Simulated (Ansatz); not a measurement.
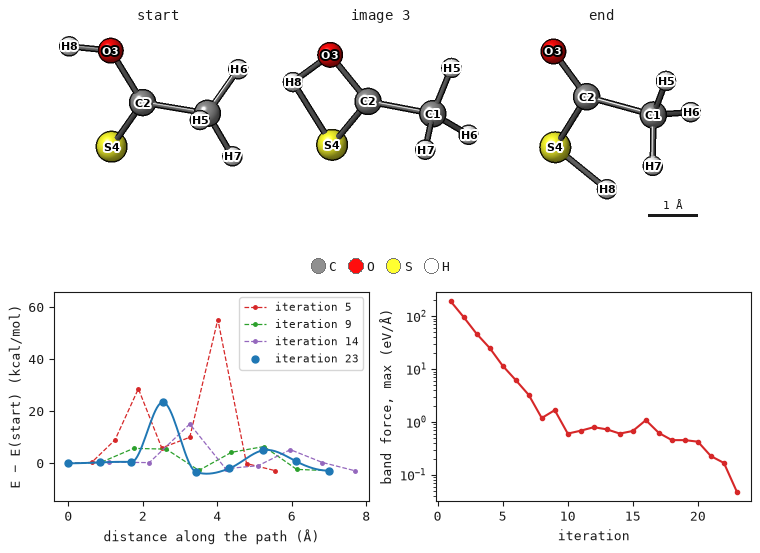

A nudged-elastic-band calculation for C$_{2}$H$_{4}$OS. Images are numbered from 0 (start) to 8 (end). The plot follows the band through its iterations. The picture is a ball-and-stick view, seen from a free direction.

Method: RKS revPBE-D4/def2-SVPD in Ansatz 0.2.0. Settings: 7 movable images; climbing image; force threshold 0.05 eV/Å; iteration limit 60; starting path through a guess of the saddle point.

### How did the profile develop, and is the result final?

The run is converged, with reservations. The band converged in 23 iterations. The largest component of the band force went from 190 to 0.047 eV/Å. The climbing image converged on the top of the path. Its vibrational analysis gives one imaginary mode (1523i cm⁻¹), as a transition state must have. The first iteration put the highest image at 1300.8 kcal/mol. The energy climbs by 23.5 kcal/mol to image 3 and then falls by 26.3 kcal/mol, so the end point sits at −2.8 kcal/mol. Image 4 lies below both ends, at −3.3 kcal/mol, which points to an intermediate minimum that so few images don't resolve. The profile has 2 maxima (images 3, 6) with a dip at image 4 (−3.3 kcal/mol), so the process runs in steps.
